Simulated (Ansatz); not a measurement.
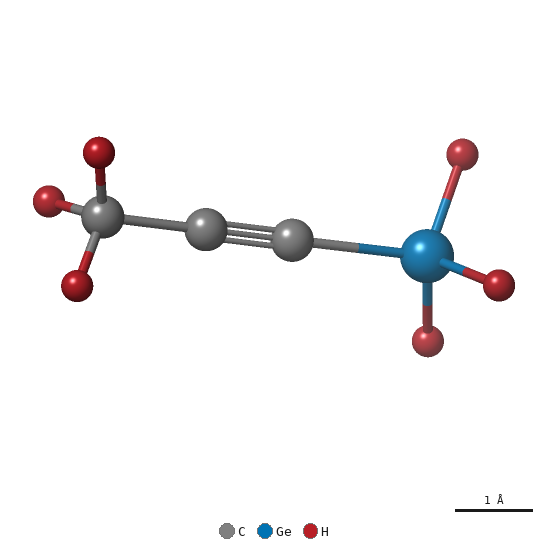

The structure as it stands in the input.

The calculation was set up as follows.

```yaml
crystal:
  periodic: [false, false, false]
  atoms:
    - {symbol: C, position_ang: [-0.766916, 1.683000, -1.294414]}
    - {symbol: C, position_ang: [-0.274020, 0.602109, -0.465870]}
    - {symbol: C, position_ang: [0.137148, -0.299197, 0.225055]}
    - {symbol: Ge, position_ang: [0.790023, -1.707206, 1.305722]}
    - {symbol: H, position_ang: [-0.359294, 2.642220, -0.966045]}
    - {symbol: H, position_ang: [-1.856868, 1.744615, -1.246805]}
    - {symbol: H, position_ang: [-0.481884, 1.534171, -2.338774]}
    - {symbol: H, position_ang: [0.284925, -3.046654, 0.752001]}
    - {symbol: H, position_ang: [0.285307, -1.518144, 2.742863]}
    - {symbol: H, position_ang: [2.324679, -1.686012, 1.289166]}
basis:
  gaussian: {orbitals: def2-TZVPP}
hamiltonian: {xc: r2scan, dispersion: d4}
output: {forces: true, orbitals: {seedname: orbitals}}
```

Command:

```sh
ansatz run in.yaml --threads 4 --pin off --events-out ev --progress --plain --max-ram 10444MiB
```

Output:

```
Functional definition: r2SCAN
  name "r2SCAN"
  cite "Furness, Kaplan, Ning, Perdew & Sun, J. Phys. Chem. Lett. 11, 8208 (2020) doi:10.1021/acs.jpclett.0c02405"
  cite "Furness, Kaplan, Ning, Perdew & Sun, J. Phys. Chem. Lett. 11, 9248 (2020) doi:10.1021/acs.jpclett.0c03077"
  parent r2scan
  parameter k0 = 0.174
  parameter k1 = 0.065
  parameter a1 = 4.9479
  exchange = r2scan_x(k0 = k0, k1 = k1, a1 = a1)
  correlation = r2scan_c
1252 factors; their error is unknown
mean field evaluation 1: about -59715.1634 eV, gradient 6.3e1 eV
mean field evaluation 2: about -59703.4975 eV, gradient 9.0e1 eV
mean field evaluation 4: about -59723.6728 eV, gradient 1.5e1 eV
mean field evaluation 8: about -59724.2016 eV, gradient 5.0e-1 eV
mean field evaluation 16: about -59724.2019 eV, gradient 2.2e-5 eV
mean field -59724.20187770 eV, -2194.8239364873 hartree, gradient 2.5e-5 eV, S^2 0.000000; 0 other end points of the search recorded, 0 dependent functions left out
the calculation of the forces begins
reference -59724.20189058 eV, -2194.8239369607 hartree; 28, 28 occupied and 197, 197 virtual orbitals, 1252 factors
Total energy: -59724.24334644 eV, -2194.8254604355 hartree
Atom 0 at    -0.766916     1.683000    -1.294414 Å, force     0.006830    -0.016523     0.012578 eV/Å
Atom 1 at    -0.274020     0.602109    -0.465870 Å, force    -0.137060     0.297879    -0.228453 eV/Å
Atom 2 at     0.137148    -0.299197     0.225055 Å, force     0.167843    -0.356967     0.274201 eV/Å
Atom 3 at     0.790023    -1.707206     1.305722 Å, force    -0.009444     0.017096    -0.013271 eV/Å
Atom 4 at    -0.359294     2.642220    -0.966045 Å, force    -0.009549    -0.003973    -0.011131 eV/Å
Atom 5 at    -1.856868     1.744615    -1.246805 Å, force     0.010287     0.007703    -0.007080 eV/Å
Atom 6 at    -0.481884     1.534171    -2.338774 Å, force    -0.007990     0.010635     0.007120 eV/Å
Atom 7 at     0.284925    -3.046654     0.752001 Å, force     0.025025     0.060494     0.028139 eV/Å
Atom 8 at     0.285307    -1.518144     2.742863 Å, force     0.024911    -0.011717    -0.065661 eV/Å
Atom 9 at     2.324679    -1.686012     1.289166 Å, force    -0.070853    -0.004627     0.003557 eV/Å
Dipole moment:    -0.085476     0.189867    -0.145407 e Å
```
